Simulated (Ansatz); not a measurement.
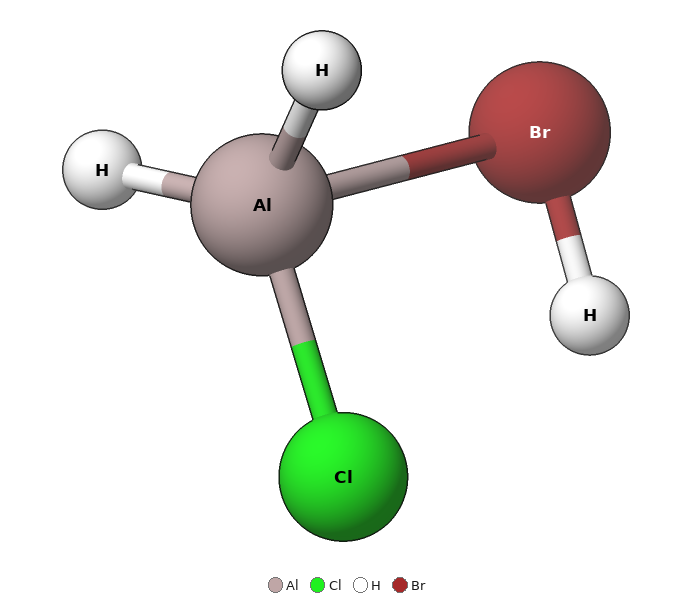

Rendered structure (ball-and-stick style). Every bond is drawn as one stick, whatever its order.

Computed geometry: PBE0-D4/def2-TZVP optimisation.

What does the picture show?

It has 6 atoms: 1 aluminium, 1 bromine, 1 chlorine and 3 hydrogen (AlBrClH3). This geometry has Cs symmetry. Coordination, clear cases only: 1 Br bent.

More results for the same structure follow; atom numbers are the same in all pictures, views and colours differ.

Electronic properties

Method: RKS PBE0-D4/def2-TZVPP (Ansatz 0.2.0).

Computed properties:

- HOMO energy (Kohn–Sham orbital): −8.14 eV
- LUMO energy (Kohn–Sham orbital): −1.09 eV
- HOMO–LUMO gap: 7.05 eV

Vibrations

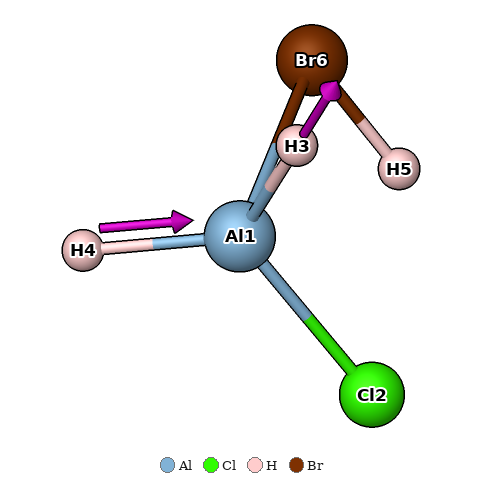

The arrows show one normal mode. Harmonic vibrations computed with RKS PBE0-D4/def2-TZVP (Ansatz 0.2.0) at a stationary point of the same level.

Question: Describe the motion.

Answer: Mostly out-of-phase stretching of 2 Al–H bonds.

Question: Estimate its harmonic wavenumber.

Answer: 1960 cm⁻¹; it is mode 11 of 12 counted from the lowest.

Charges

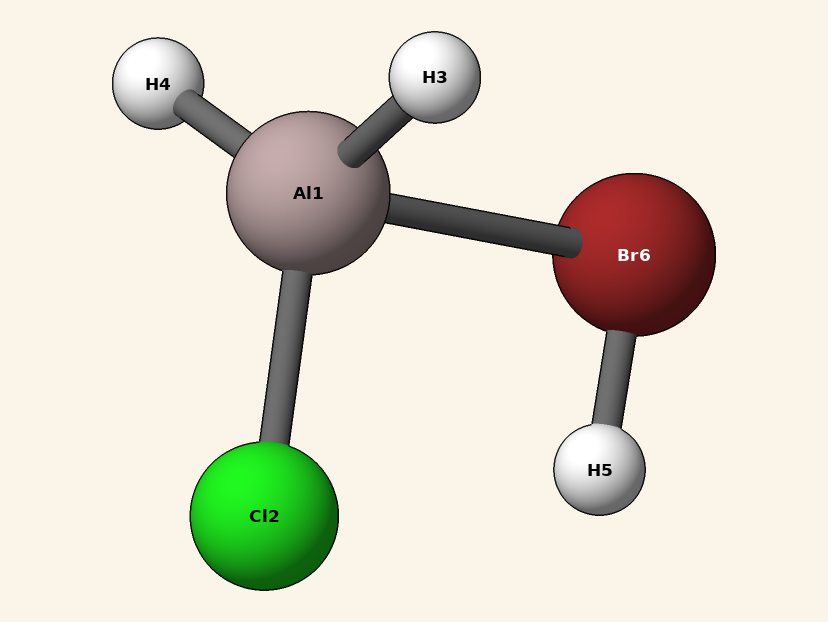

The questions are on Mulliken charges. Level of theory: RKS PBE0-D4/def2-TZVP (Ansatz 0.2.0).

List the Mulliken charges.

```
atom  value (e)
 Al1       0.40
 Cl2      −0.33
  H3      −0.11
  H4      −0.11
  H5       0.25
 Br6      −0.10
```

Mulliken values depend strongly on the basis set and can even reverse the polarity of a bond.
